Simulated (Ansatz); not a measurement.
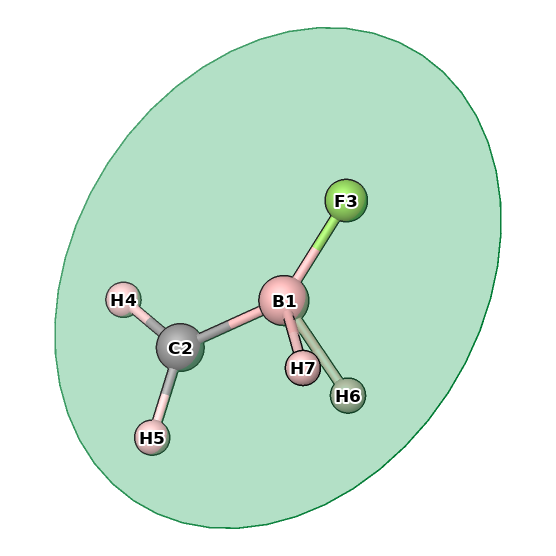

A disc through the centre of mass is drawn in. Atoms fade into the background with distance from the viewer. Computed geometry: PBE-D4/def2-SVP optimisation. No frequency run is at hand to confirm it as a minimum.

**Is the plane of the disc a mirror plane of the structure?**

Yes. The reflection leaves B1, C2, F3, H4, H5 in place and moves H6 ↔ H7. The point group is Cs.
